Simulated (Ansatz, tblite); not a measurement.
**The cluster Ga2N+: adding an electron**

Aim: the energy of adding an electron for the cluster Ga2N+, by energy differences, and how well orbital energies stand in for it.

Computed with Ansatz 0.2.0, Gaussian basis. Level: as each input shows.

The runs, in order: charge 0 doublet, at the geometry of the singlet (PBE0-D4/def2-TZVP, PBE-D4/def2-TZVP, r2SCAN-D4/def2-TZVP); the starting singlet's energies come from earlier runs.

## (1) The geometry

The singlet was relaxed beforehand with PBE0-D4/def2-TZVP. At that level it is the lowest of the isomers that a small search found.

3 atoms, charge 1, spin multiplicity 1.

Atoms are counted from 1 here; the program's logs count them from 0.

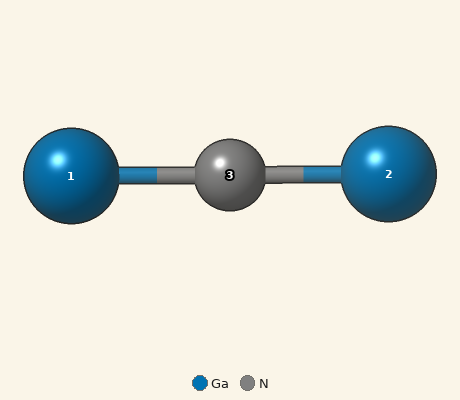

The structure; gallium blue, nitrogen grey; atoms are numbered from 1 in the order of the file.

The ion is computed in the gas phase, without counter-ions or solvent.

## (2) Charge 0 doublet at the fixed geometry, PBE0-D4/def2-TZVP

File in.yaml:

```yaml
crystal:
  periodic: [false, false, false]
  atoms:
    - {symbol: Ga, position_ang: [-1.362282, 1.053567, 0.358607]}
    - {symbol: Ga, position_ang: [1.362096, -1.053946, -0.358196]}
    - {symbol: N, position_ang: [0.000186, 0.000379, -0.000411]}
basis:
  gaussian: {orbitals: def2-TZVP}
magnetization: {spin_polarized: true, initial_magnetization: 1}
hamiltonian: {xc: pbe0, dispersion: d4}
output: {orbitals: {seedname: orbitals}}
```

Started as:

```
$ ansatz run in.yaml --threads 4 --pin off --events-out ev --progress --plain --max-ram 3916MiB
```

Log:

```text
Functional definition: PBE0
  name "PBE0"
  cite "Adamo & Barone, J. Chem. Phys. 110, 6158 (1999) doi:10.1063/1.478522"
  cite "Perdew, Burke & Ernzerhof, Phys. Rev. Lett. 77, 3865 (1996) doi:10.1103/PhysRevLett.77.3865"
  parent pbe
  parameter a = 0.25
  parameter kappa = 0.804
  parameter beta = 0.06672455060314922
  exchange = (1 - a)*pbe_x(kappa = kappa, mu = beta*pi^2/3) + a*exact_x
  correlation = pbe_c(beta = beta)
845 factors; integrals over basis functions are off by at most 1.3e-3 eV
mean field evaluation 1: about -106213.8958 eV, gradient 6.2e1 eV
mean field evaluation 2: about -106102.5672 eV, gradient 1.1e2 eV
mean field evaluation 4: about -106229.5176 eV, gradient 1.8e1 eV
mean field evaluation 8: about -106230.0019 eV, gradient 3.9e-1 eV
mean field evaluation 16: about -106230.0029 eV, gradient 5.5e-4 eV
mean field -106230.00289189 eV, -3903.8806009946 hartree, gradient 1.5e-5 eV, S^2 0.759364; 1 other end points of the search recorded, 0 dependent functions left out
reference -106230.00291518 eV, -3903.8806018508 hartree; 35, 34 occupied and 92, 93 virtual orbitals, 845 factors
Total energy: -106230.09514271 eV, -3903.8839911498 hartree
```

Wall time 2.6 s (4 threads of Arm Neoverse V2, shared host).

HOMO -6.41 eV, LUMO -3.85 eV (over both spins); ⟨S²⟩ 0.759 (pure: 0.75).

## (3) Charge 0 doublet at the fixed geometry, PBE-D4/def2-TZVP

start.molden holds the orbitals of an earlier run on this state, given as this run's starting guess.

in.yaml: that of step 2 with these lines changed.

```diff
@@ -7,5 +7,6 @@
 basis:
-  gaussian: {orbitals: def2-TZVP}
+  gaussian: {orbitals: def2-TZVP, initial_orbitals: start.molden}
 magnetization: {spin_polarized: true, initial_magnetization: 1}
-hamiltonian: {xc: pbe0, dispersion: d4}
+hamiltonian: {xc: pbe, dispersion: d4}
+scf: {omitted_lower_state_checks: [starts]}
 output: {orbitals: {seedname: orbitals}}
```

The command is unchanged.

Log:

```text
Functional definition: PBE
  name "PBE"
  cite "Perdew, Burke & Ernzerhof, Phys. Rev. Lett. 77, 3865 (1996) doi:10.1103/PhysRevLett.77.3865"
  parent pbe
  parameter kappa = 0.804
  parameter beta = 0.06672455060314922
  exchange = pbe_x(kappa = kappa, mu = beta*pi^2/3)
  correlation = pbe_c(beta = beta)
these checks for a lower state are left out or cut short: starts
891 factors; their error is unknown
mean field evaluation 1: about -106228.2798 eV, gradient 8.2e0 eV
mean field evaluation 2: about -106228.4119 eV, gradient 1.6e-1 eV
mean field evaluation 4: about -106228.3909 eV, gradient 8.8e-4 eV
mean field evaluation 8: about -106228.3909 eV, gradient 6.5e-6 eV
mean field -106228.39085834 eV, -3903.8213598545 hartree, gradient 6.5e-6 eV, S^2 0.753610; 0 other end points of the search recorded, 0 dependent functions left out
reference -106228.39088894 eV, -3903.8213609789 hartree; 35, 34 occupied and 92, 93 virtual orbitals, 891 factors
Total energy: -106228.49990264 eV, -3903.8253671586 hartree
Checks for a lower state left out: starts
```

Wall time 1.2 s (4 threads of Arm Neoverse V2, shared host).

Report: HOMO -5.37 eV, LUMO -4.55 eV (over both spins); ⟨S²⟩ 0.754 (pure: 0.75).

## (4) Charge 0 doublet at the fixed geometry, r2SCAN-D4/def2-TZVP

in.yaml: that of step 3 with these lines changed.

```diff
@@ -9,3 +9,3 @@
 magnetization: {spin_polarized: true, initial_magnetization: 1}
-hamiltonian: {xc: pbe, dispersion: d4}
+hamiltonian: {xc: r2scan, dispersion: d4}
 scf: {omitted_lower_state_checks: [starts]}
```

The command is unchanged.

Log:

```text
Functional definition: r2SCAN
  name "r2SCAN"
  cite "Furness, Kaplan, Ning, Perdew & Sun, J. Phys. Chem. Lett. 11, 8208 (2020) doi:10.1021/acs.jpclett.0c02405"
  cite "Furness, Kaplan, Ning, Perdew & Sun, J. Phys. Chem. Lett. 11, 9248 (2020) doi:10.1021/acs.jpclett.0c03077"
  parent r2scan
  parameter k0 = 0.174
  parameter k1 = 0.065
  parameter a1 = 4.9479
  exchange = r2scan_x(k0 = k0, k1 = k1, a1 = a1)
  correlation = r2scan_c
these checks for a lower state are left out or cut short: starts
891 factors; their error is unknown
mean field evaluation 1: about -106244.1944 eV, gradient 5.4e0 eV
mean field evaluation 2: about -106244.2485 eV, gradient 8.2e-2 eV
mean field evaluation 4: about -106244.2211 eV, gradient 1.6e-4 eV
mean field evaluation 8: about -106244.2211 eV, gradient 1.5e-5 eV
mean field -106244.22105531 eV, -3904.4031088630 hartree, gradient 1.5e-5 eV, S^2 0.758770; 0 other end points of the search recorded, 0 dependent functions left out
reference -106244.22106898 eV, -3904.4031093654 hartree; 35, 34 occupied and 92, 93 virtual orbitals, 891 factors
Total energy: -106244.24111412 eV, -3904.4038460106 hartree
Checks for a lower state left out: starts
```

It took 3.6 s on 4 threads of Arm Neoverse V2, shared host.

Report: HOMO -5.73 eV, LUMO -4.49 eV (over both spins); ⟨S²⟩ 0.759 (pure: 0.75).

## (5) Vertical electron affinity

Starting state less charged state (positive: the electron is bound), singlet to doublet; the starting state's energies are those of its earlier runs.

| level | vertical electron affinity (eV) | time |
| --- | --- | --- |
| PBE-D4/def2-TZVP | +8.10 | 1.9 s |
| r2SCAN-D4/def2-TZVP | +8.34 | 5.4 s |
| PBE0-D4/def2-TZVP | +8.31 | 3.9 s |

Times add the two runs; a level without a time comes out of a correlated run.

Beside −ε(LUMO) of the starting state:

| level | −ε(LUMO) (eV) | by difference (eV) | mismatch (eV) |
| --- | --- | --- | --- |
| PBE-D4/def2-TZVP | 10.84 | 8.10 | +2.74 |
| r2SCAN-D4/def2-TZVP | 10.94 | 8.34 | +2.60 |
| PBE0-D4/def2-TZVP | 10.19 | 8.31 | +1.88 |

## (6) Results

| quantity | value |
| --- | --- |
| vertical electron affinity, functionals in def2-TZVP | 8.10 (PBE-D4) to 8.34 eV (r2SCAN-D4) |

The vertical electron affinity spans 8.10 to 8.34 eV over the functionals. −ε(LUMO) misses the level's own difference by +1.88 eV at best (PBE0-D4) and +2.74 eV at worst (PBE-D4).
